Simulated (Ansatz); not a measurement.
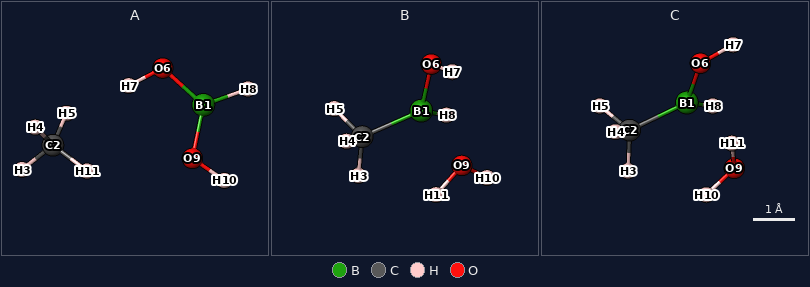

3 geometries from a converged minimum-energy path of CH$_{7}$BO$_{2}$, made up at the start of CH5BO and H2O, shuffled. The picture is a ball-and-stick view, seen at a tilt.

Theory: Ansatz 0.2.0, RKS PBE0-D4/6-31G*. Set-up: 5 movable images; climbing image; force threshold 0.05 eV/Å; iteration limit 60; starting path through a guess of the saddle point.

Q: Which of them lies highest in energy?

A: B. In order along the path, whose images run from 0 to 6: C (image 0, 0.0 kcal/mol), B (image 2, +11.2 kcal/mol), A (image 6, −34.2 kcal/mol). Breaking: B1–C2 (1.58 → 1.59 at the top → 3.90 Å), O9–H11 (0.97 → 0.97 at the top → 2.69 Å). Forming: B1–O9 (2.29 → 1.93 at the top → 1.37 Å), C2–H11 (3.06 → 2.53 at the top → 1.09 Å).

Limits of the set-up: the start holds two separate molecules, 2.3 Å apart at their closest, whose relative position is a soft coordinate.

Cost: 5.6 min on 1 thread of Arm Neoverse V2, with other jobs on the host, peak memory 0.17 GiB.
